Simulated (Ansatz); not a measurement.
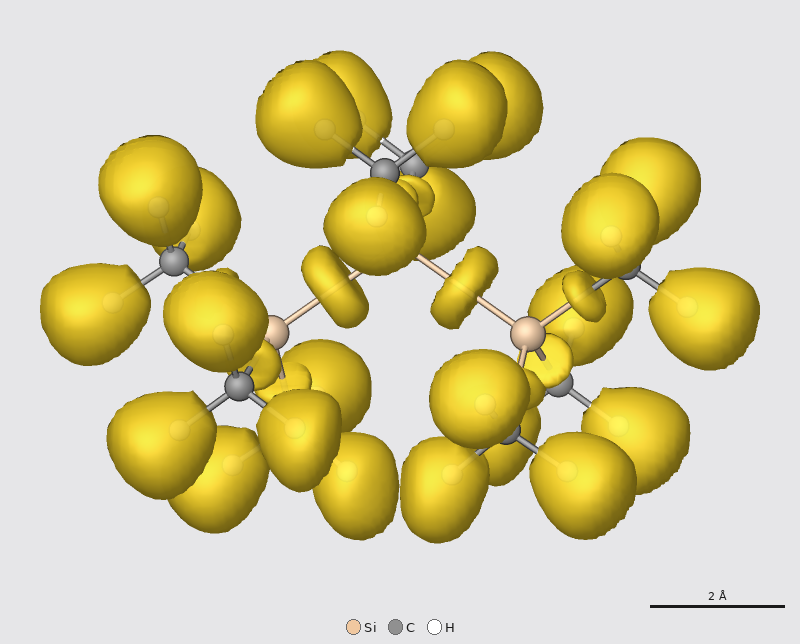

The picture shows: C8H24Si3 (SiMe2(SiMe3)2). Isosurface of the electron localisation function at 0.9 (yellow), seen across its widest extent. Only the valence region is drawn (cores and ρ < 0.01 e/Å³ removed).

Geometry: PBE-D4/def2-SVP.

These are results of RKS PBE0-D4/def2-TZVP (Ansatz), not measurements.

Input file:

```
crystal:
  periodic: [false, false, false]
  atoms:
    - {symbol: Si, position_ang: [0.885778, 0.001126, 0.472365]}
    - {symbol: C, position_ang: [1.115795, 0.028923, 2.369906]}
    - {symbol: H, position_ang: [0.136080, 0.035127, 2.890046]}
    - {symbol: H, position_ang: [1.676911, 0.931273, 2.691399]}
    - {symbol: H, position_ang: [1.679261, -0.863175, 2.714584]}
    - {symbol: C, position_ang: [2.605875, -0.023251, -0.360381]}
    - {symbol: H, position_ang: [3.197019, 0.872310, -0.076433]}
    - {symbol: H, position_ang: [2.514169, -0.034661, -1.465801]}
    - {symbol: H, position_ang: [3.182593, -0.922207, -0.057598]}
    - {symbol: Si, position_ang: [-0.301584, 1.932748, -0.179031]}
    - {symbol: C, position_ang: [-0.950952, 1.748503, -1.958298]}
    - {symbol: C, position_ang: [-1.773842, 2.195570, 0.996989]}
    - {symbol: C, position_ang: [0.837010, 3.455426, -0.093400]}
    - {symbol: H, position_ang: [-1.464211, 2.676282, -2.288797]}
    - {symbol: H, position_ang: [-1.677845, 0.913762, -2.035104]}
    - {symbol: H, position_ang: [-0.125603, 1.544876, -2.671443]}
    - {symbol: H, position_ang: [-2.457081, 1.321730, 0.990532]}
    - {symbol: H, position_ang: [-1.426802, 2.345295, 2.040263]}
    - {symbol: H, position_ang: [-2.361106, 3.091062, 0.702392]}
    - {symbol: H, position_ang: [1.233930, 3.602022, 0.932439]}
    - {symbol: H, position_ang: [1.702636, 3.348307, -0.779090]}
    - {symbol: H, position_ang: [0.287755, 4.377378, -0.380267]}
    - {symbol: Si, position_ang: [-0.308457, -1.933858, -0.154438]}
    - {symbol: C, position_ang: [-2.141488, -1.766525, 0.328761]}
    - {symbol: C, position_ang: [-0.178771, -2.178512, -2.036419]}
    - {symbol: C, position_ang: [0.421974, -3.460168, 0.716695]}
    - {symbol: H, position_ang: [-2.701770, -2.693442, 0.083063]}
    - {symbol: H, position_ang: [-2.623338, -0.926032, -0.212164]}
    - {symbol: H, position_ang: [-2.256196, -1.578549, 1.416317]}
    - {symbol: H, position_ang: [-0.586804, -1.306529, -2.586969]}
    - {symbol: H, position_ang: [0.877834, -2.310841, -2.348183]}
    - {symbol: H, position_ang: [-0.742504, -3.079984, -2.357494]}
    - {symbol: H, position_ang: [1.490250, -3.599514, 0.451208]}
    - {symbol: H, position_ang: [0.357246, -3.361987, 1.819972]}
    - {symbol: H, position_ang: [-0.123773, -4.382491, 0.424359]}
basis:
  gaussian: {orbitals: def2-TZVP, initial_orbitals: start.molden}
hamiltonian: {xc: pbe0, dispersion: d4}
scf: {omitted_lower_state_checks: [starts]}
output: {orbitals: {seedname: orbitals}}
```

Launched as:

```sh
ansatz run in.yaml --threads 4 --pin off --events-out ev --progress --plain --max-ram 6963MiB
```

> What do the ELF domains correspond to?

At this value the surface marks out eight regions between bonded C–Si atoms (shared pairs), two regions between bonded Si–Si atoms (shared pairs) and 24 regions around hydrogen nuclei. Along the contacts the grid gives the following. C–Si (1.90 Å): the ELF peaks at about 0.95 between the atoms; localised, covalent bonding. Si–Si (2.36 Å): the ELF peaks at about 1 between the atoms; a covalent bond.
